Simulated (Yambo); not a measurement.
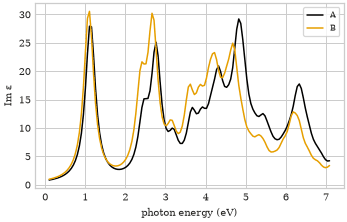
Fig. 1. Two computed absorption spectra of GaAs (zinc blende, space group F-43m, No. 216) (Yambo, PBE bands with the same scissor, field along x)

**Question.** Which curve includes the electron-hole attraction (BSE)?

**Answer.** Curve B: the attraction moves weight to lower energy (centre of the plotted range 3.6 eV against 3.9 eV). Settings: 8×8×8 mesh, 3 valence and 4 conduction bands, static screening with 31 bands and a 4 Ry block, scissor 0.64 eV, Tamm-Dancoff. The scissor comes from a G0W0 run whose convergence isn't established. Broadening 0.15 eV. The band window holds all transitions up to 8.2 eV. On this mesh the peak heights and the fine structure are mesh artefacts; only the shift of weight is robust.

Bands and orbitals come from the standard potentials; the scissor and the G0W0 gaps come from a run at the same geometry on the stringent ones, which hold whole semicore shells in the valence.

Spin-orbit coupling is not included.

Geometry relaxed with PBEsol; primitive cell a = 4.003 Å, b = 4.003 Å, c = 4.003 Å, α = 60.00°, β = 60.00°, γ = 60.00°.
